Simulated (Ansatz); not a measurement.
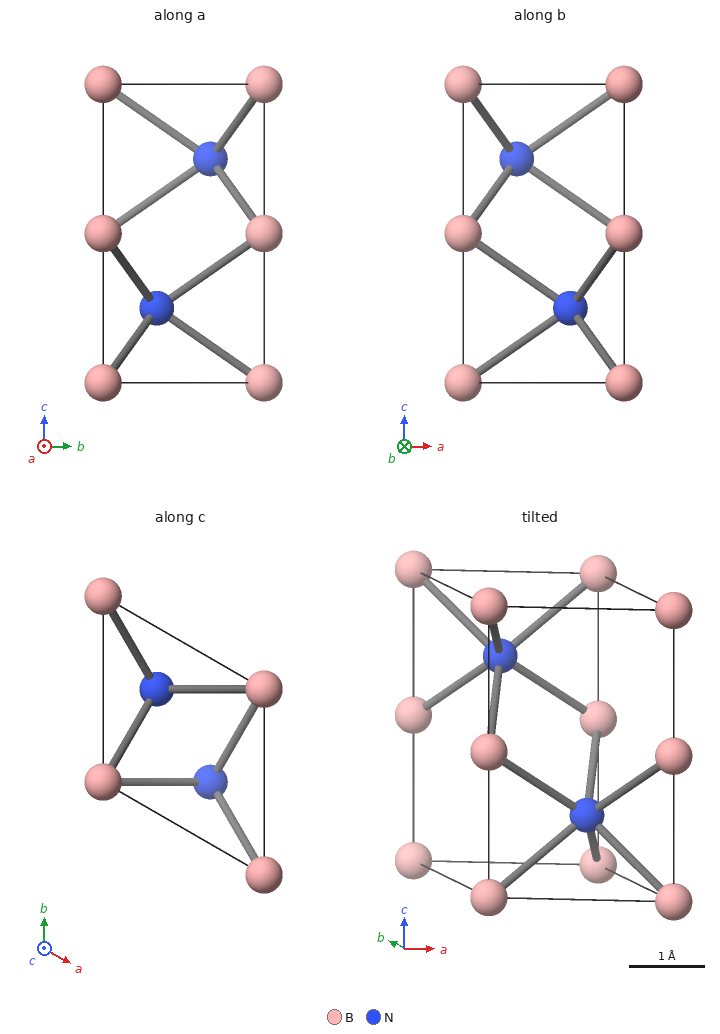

We look at a ball-and-stick model of the crystal along the a axis, along the b axis, along the c axis and slightly off an axis. The conventional unit cell is drawn as a box.

Lattice parameters: a = 2.491 Å, b = 2.491 Å, c = 4.001 Å, α = 90.00°, β = 90.00°, γ = 120.00°. Put a along x and b in the xy plane.

Turn the picture into a POSCAR file.

```
B N
1.0
     2.491    0.000    0.000
    -1.246    2.158    0.000
     0.000    0.000    4.001
B N
2 2
Direct
  0.0000 0.0000 0.5000
  0.0000 0.0000 0.0000
  0.3333 0.6667 0.7500
  0.6667 0.3333 0.2500
```

The initial geometry was a structure type filled with these elements by a generator (whether the compound takes this form wasn't checked). Earlier steps of the study, as a rule a relaxation of our own, may have changed the cell and positions, so they can lie some per cent off the listed ones. Ansatz was used for an electronic-structure calculation on it.

At this level of theory the run's own cell isn't at rest (forces up to 4.6 eV/Å), so its distances can differ from those at equilibrium, the more so the softer the solid.
